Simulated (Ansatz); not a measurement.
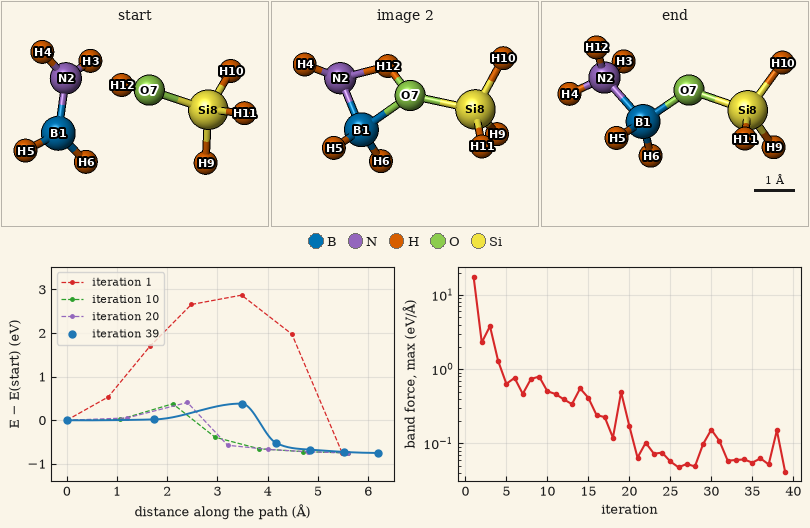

A nudged-elastic-band calculation for BSiNH8O. Images are numbered from 0 (start) to 6 (end). The plot follows the band through its iterations. The picture is a ball-and-stick view, seen at a tilt.

Theory: RKS PBE0-D4/def2-SVP (Ansatz 0.2.0). Run with 5 movable images; climbing image; force threshold 0.05 eV/Å; iteration limit 60; starting path through a guess of the saddle point.

**Did the band converge, and can the barrier be trusted?**

The result is final at these settings. The band converged in 39 iterations. The largest component of the band force went from 18 to 0.042 eV/Å. The climbing image converged on the top of the path. Its vibrational analysis gives one imaginary mode (861i cm⁻¹), as a transition state must have. The first iteration put the highest image at 2.87 eV. The energy climbs by 0.38 eV to image 2 and then falls by 1.13 eV, so the end point sits at −0.75 eV.

Cost: 7 min on 2 threads of Arm Neoverse V1, on a shared host, peak memory 0.2 GiB.
